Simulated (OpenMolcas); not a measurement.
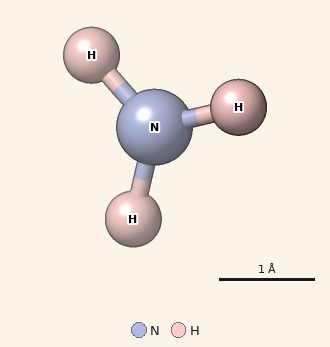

Figure 1. The input geometry (ball-and-stick view, seen at a tilt). Bond lengths as drawn: H–N 1.03 Å.

**NH3 (charge +1): single-point calculation**

The run: single-point calculation of NH3, charge +1, multiplicity 2, SMILES [NH3+]. Method and program: HF/3-21G, UHF (OpenMolcas 26.06).

The geometry comes from this level: GFN2-xTB.

### Input
```
* H3N Hartree-Fock

&GATEWAY
 BasLib=$CurrDir
 Coord
 4
 angstrom
 N        0.000140      -0.000820      -0.000330
 H        0.510700      -0.238750       0.859300
 H       -0.995460      -0.239520      -0.089810
 H        0.484620       0.479080      -0.769160
 Basis=3-21G
 Group=NoSym

&SEWARD

&SCF
 UHF
 Charge=1
 Spin=2
 Scramble=0.25
 PrOrbitals=1 1
```

Run on 1 thread of Arm Neoverse N1, 54 GiB of memory available, shared host.

Command:
```bash
export MOLCAS_MEM=1860
pymolcas step1.input > step1.log
```

### Output
```
--- Start Module: gateway ---

                                              &GATEWAY

                       available to each process: 1.9 GB of memory, 1 thread

 Basis Set     1 Label: N.3-21G
 Basis set is read from library:.
 basistype.tbl is not found

 Basis Set     2 Label: H.3-21G
 Basis set is read from library:.
 basistype.tbl is not found

++    Symmetry information:
      ---------------------

                    Character Table for C1

                             E
                    a        1  x, y, xy, Rz, z, xz, Ry, yz, Rx, I
--

++    Basis set information:
      ----------------------

      Basis set label: N.3-21G.........

      Electronic valence basis set:
      ------------------
      Associated Effective Charge   7.000000 au
      Associated Actual Charge      7.000000 au
      Nuclear Model: Point charge

      Shell  nPrim  nBasis  Cartesian Spherical Contaminant
         s       6       3        X
         p       3       2        X

      Basis set label: H.3-21G.........

      Electronic valence basis set:
      ------------------
      Associated Effective Charge   1.000000 au
      Associated Actual Charge      1.000000 au
      Nuclear Model: Point charge

      Shell  nPrim  nBasis  Cartesian Spherical Contaminant
         s       3       2        X
--

++    Molecular structure info:
      -------------------------

                    ************************************************
                    **** Cartesian Coordinates / bohr, angstrom ****
                    ************************************************

     Center  Label                x              y              z                     x              y              z
        1      N1               0.000265      -0.001550      -0.000624              0.000140      -0.000820      -0.000330
        2      H2               0.965083      -0.451172       1.623842              0.510700      -0.238750       0.859300
        3      H3              -1.881147      -0.452627      -0.169716             -0.995460      -0.239520      -0.089810
        4      H4               0.915799       0.905330      -1.453502              0.484620       0.479080      -0.769160

                    ***************************************
                    *    InterNuclear Distances / bohr    *
                    ***************************************

               1 N1            2 H2            3 H3            4 H4
    1 N1       0.000000
    2 H2       1.942144        0.000000
    3 H3       1.942105        3.364205        0.000000
    4 H4       1.942032        3.363416        3.363786        0.000000

                    *******************************************
                    *    InterNuclear Distances / angstrom    *
                    *******************************************

               1 N1            2 H2            3 H3            4 H4
    1 N1       0.000000
    2 H2       1.027738        0.000000
    3 H3       1.027718        1.780261        0.000000
    4 H4       1.027679        1.779843        1.780039        0.000000

                    **************************************
                    *    Valence Bond Angles / degree    *
                    **************************************
                          Atom centers                 Phi
                      2 H2       1 N1       3 H3       120.02
                      2 H2       1 N1       4 H4       119.98
                      3 H3       1 N1       4 H4       120.00
--

            Nuclear Potential Energy             11.70492046 au

--- Stop Module: gateway /rc=_RC_ALL_IS_WELL_ ---

--- Start Module: seward ---

                                              &SEWARD

                       available to each process: 1.9 GB of memory, 1 thread

               SEWARD will generate:
                  Multipole Moment integrals up to order  2
                  Kinetic Energy integrals
                  Nuclear Attraction integrals (point charge)
                  One-Electron Hamiltonian integrals
                  Velocity integrals
                  Orbital angular momentum around (  0.0002  -0.0012  -0.0005 )
                  Velocity quadrupole around (  0.0002  -0.0012  -0.0005 )
                  Two-Electron Repulsion integrals

                   Integrals are discarded if absolute value <: 1.00E-14
                   Integral cutoff threshold is set to       <: 1.00E-16

            Nuclear Potential Energy             11.70492046 au

      Basis set specifications :
      Symmetry species         a
      Basis functions           15

--- Stop Module: seward /rc=_RC_ALL_IS_WELL_ ---
--- Module seward spent 1 second ---

--- Start Module: scf ---

                                                &SCF

                       available to each process: 1.9 GB of memory, 1 thread

++    Input section:
      --------------

      Header of the integral files:

      Cartesian coordinates in angstrom:
      -----------------------------------------------------
      No.  Label        X            Y            Z
      -----------------------------------------------------
       1   N1         0.00014000  -0.00082000  -0.00033000
       2   H2         0.51070000  -0.23875000   0.85930000
       3   H3        -0.99546000  -0.23952000  -0.08981000
       4   H4         0.48462000   0.47908000  -0.76916000
      -----------------------------------------------------
      Nuclear repulsion energy =   11.70492046
--

++    Orbital specifications:
      -----------------------

      Symmetry species               1
                                     a
      Frozen orbitals                0
      Start temperature = 0.500
      End temperature   = 0.010
      Temperature Factor= 0.460
      Deleted orbitals               0
      Total number of orbitals      15
      Number of basis functions     15
--

      Molecular charge                           1.000

++    Optimization specifications:
      ----------------------------

      SCF Algorithm: Conventional USCF
      D(i)-D(i-1) density differences are used
      Number of density matrices in core                 5
      Maximum number of NDDO SCF iterations            400
      Maximum number of HF SCF iterations              400
      Threshold for SCF energy change             1.00E-09
      Threshold for density matrix                1.00E-04
      Threshold for Fock matrix                   1.50E-04
      Threshold for linear dependence             1.00E-09
      Threshold at which DIIS is turned on        1.50E-01
      Maximum depth in the DIIS procedure                5
      Maximum depth in the BFGS Hessian update          30
      Threshold at which QNR/C2DIIS is turned on  7.50E-02
      Threshold for Norm(delta) (QNR/C2DIIS)      1.00E-03
      All orbitals punched on: UHFORB
--

      Input vectors read from INPORB
      Orbital file label: *Guess orbitals
      Start orbitals are scrambled in order to introduce symmetry breaking

++ Convergence information
                               UHF SCF        iterations: Energy and convergence statistics

Iter     Tot. SCF        One-elec.       Two-elec.     Energy      Max Dij or  Max Fij      DNorm      TNorm      AccCon     Time
         Energy          Energy          Energy        Change      Delta Norm                                                in Sec.
   1   -52.935480802   -90.882215829    26.241814569   0.00E+00    2.79E-01*   3.60E+00*    3.88E+00   2.40E+01   None         0.
   2   -54.064312442   -92.510425877    26.741192977  -1.13E+00*   2.85E-01*   3.58E-01*    3.76E+00   2.43E+01   EDIIS        0.
   3   -55.237542659   -94.855868767    27.913405651  -1.17E+00*   1.50E-01*   8.80E-02*    3.24E+00   2.47E+01   EDIIS        0.
   4   -55.556099064   -94.387307831    27.126288309  -3.19E-01*   7.02E-02*   6.21E-02*    9.07E-01   2.44E+01   EDIIS        0.
   5   -55.571486369   -94.645944913    27.369538087  -1.54E-02*   4.69E-02*   2.01E-02*    2.27E-01   2.45E+01   EDIIS        0.
   6   -55.574506612   -94.553957439    27.274530369  -3.02E-03*   3.32E-02*   1.17E-02*    9.77E-02   2.45E+01   EDIIS        0.

       Fermi aufbau procedure completed!
      nOcc(alpha)=    5
      nOcc(beta) =    4

   7   -55.575487232   -94.586852489    27.306444800  -9.81E-04*   7.68E-03*   1.90E-02*    5.04E-02   2.45E+01   c2DIIS       0.
   8   -55.576060145   -94.560119201    27.279138598  -5.73E-04*   9.00E-03*   2.01E-03*    2.16E-02   2.45E+01   QNRc2DIIS    0.
   9   -55.576087809   -94.583302653    27.302294387  -2.77E-05*   7.13E-03*   1.35E-03*    9.20E-03   2.45E+01   QNRc2DIIS    0.
  10   -55.576099042   -94.580957485    27.299937986  -1.12E-05*   5.43E-03*   6.39E-04*    6.67E-03   2.45E+01   QNRc2DIIS    0.
  11   -55.576102030   -94.577018992    27.295996504  -2.99E-06*   6.34E-04    1.17E-04     4.76E-03   2.45E+01   QNRc2DIIS    0.
  12   -55.576102099   -94.576989381    27.295966825  -6.91E-08*   7.76E-05    8.69E-06     8.14E-04   2.45E+01   QNRc2DIIS    0.
  13   -55.576102100   -94.576995940    27.295973382  -1.16E-09*   1.27E-05    1.75E-06     1.04E-04   2.45E+01   QNRc2DIIS    0.
  14   -55.576102100   -94.576994506    27.295971948  -4.87E-11    9.61E-06    8.66E-07     1.75E-05   2.45E+01   QNRc2DIIS    0.

       Convergence after  14 Iterations
--

 *****************************************************************************************************************************
 *                                             SCF/KS-DFT Program, Final results                                             *
 *                                                       Final Results                                                       *
 *****************************************************************************************************************************

::    Total SCF energy                                -55.5761021001
      One-electron energy                             -94.5769945062
      Two-electron energy                              27.2959719485
      Nuclear repulsion energy                         11.7049204577
      Kinetic energy (interpolated)                    55.2763656163
      Virial theorem                                    1.0054225071
      Total spin, S(S+1)                                0.7601163694
      Total spin, S                                     0.5050454564
      Max non-diagonal density matrix element           0.0000040039
      Max non-diagonal Fock matrix element              0.0000009808

      All orbitals with orbital energies smaller than  E(LUMO)+0.5 are printed

++    Molecular orbitals:
      -------------------

      Title: UHF orbitals (alpha)

      Molecular orbitals for symmetry species 1: a

          Orbital            1         2         3         4         5         6         7         8
          Energy          -15.9427   -1.5851   -1.0613   -1.0612   -0.9220   -0.0607    0.0409    0.0409
          Occ. No.          1.0000    1.0000    1.0000    1.0000    1.0000    0.0000    0.0000    0.0000

--

      All orbitals with orbital energies smaller than  E(LUMO)+0.5 are printed

++    Molecular orbitals:
      -------------------

      Title: UHF orbitals (beta)

      Molecular orbitals for symmetry species 1: a

          Orbital            1         2         3         4         5         6         7         8
          Energy          -15.9071   -1.4473   -1.0293   -1.0292   -0.2230   -0.0379    0.0527    0.0528
          Occ. No.          1.0000    1.0000    1.0000    1.0000    0.0000    0.0000    0.0000    0.0000

--

++    Molecular charges:
      ------------------

      Mulliken charges per centre and basis function type
      ---------------------------------------------------

                            N1                      H2                      H3                      H4
                     alpha        beta       alpha        beta       alpha        beta       alpha        beta
      1s           1.9010      1.8056      0.2167      0.2895      0.2167      0.2894      0.2168      0.2895
      2px          0.7414      0.6220      0.0000      0.0000      0.0000      0.0000      0.0000      0.0000
      2pz          0.7672      0.5601      0.0000      0.0000      0.0000      0.0000      0.0000      0.0000
      2py          0.9402      0.1439      0.0000      0.0000      0.0000      0.0000      0.0000      0.0000
      Total        4.3498      3.1316      0.2167      0.2895      0.2167      0.2894      0.2168      0.2895
      Total              7.4814                  0.5062                  0.5062                  0.5062

      Charge           -0.4814                  0.4938                  0.4938                  0.4938

      Total electronic charge=    9.000000

      Total            charge=    1.000000
--

++    Molecular orbitals:
      -------------------

      Title: Natural orbitals

      Molecular orbitals for symmetry species 1: a

          Orbital            1         2         3         4         5         6         7         8         9        10
          Energy          -15.9194   -1.0444   -1.0444   -1.5195   -0.5585    0.2154    0.2656    0.2654    2.0544    0.5807
          Occ. No.          2.0000    1.9987    1.9987    1.9975    1.0000    0.0025    0.0013    0.0013    0.0000    0.0000

          Orbital           11        12        13        14        15
          Energy            0.7406    0.7402    1.0795    0.9743    1.0796
          Occ. No.          0.0000    0.0000    0.0000    0.0000    0.0000

--

++    Molecular properties:
      ---------------------

      Charge (e):
                      =    1.0000
      Dipole Moment (debye):
      Origin of the operator (angstrom)=    0.0001   -0.0006   -0.0003
                   X= -9.5138E-04               Y=  4.9275E-03               Z=  2.0761E-03           Total=  5.4310E-03
      Center of Charge (angstrom)
                     X=   -0.00009122               Y=    0.00039944               Z=    0.00018037
      Quadrupole Moment (debye*angstrom):
      Origin of the operator (angstrom)=    0.0001   -0.0006   -0.0003
                  XX= -3.1625E+00              XY=  7.0509E-01              XZ=  3.1464E-01              YY= -5.4736E+00
                  YZ= -1.1164E+00              ZZ= -3.4634E+00
      In traceless form (debye*angstrom)
                  XX=  1.3061E+00              XY=  1.0576E+00              XZ=  4.7196E-01              YY= -2.1607E+00
                  YZ= -1.6745E+00              ZZ=  8.5466E-01
--

--- Stop Module: scf /rc=_RC_ALL_IS_WELL_ ---
--- Module scf spent 1 second ---

.##################.
.# Happy landing! #.
.##################.

    Timing: Wall=2.37 User=1.83 System=0.50
```

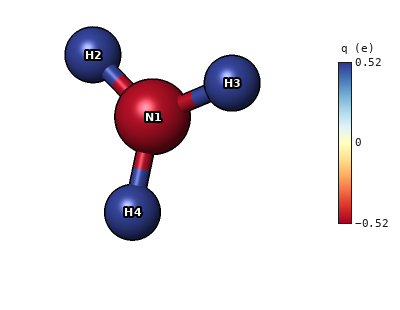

Figure 2. Mulliken charges, as the colour of each atom (ball-and-stick view, seen at a tilt; atoms are numbered from 1 in the order of the input). By element: N −0.48 and H +0.49 e.

### Results in brief

| quantity | value |
| --- | --- |
| outcome | converged |
| total energy | −55.576102 hartree |
| basis functions | 15 |
| ⟨S²⟩ | 0.760 |
| wall time | 2.7 s |
| peak memory | 0.37 GiB |
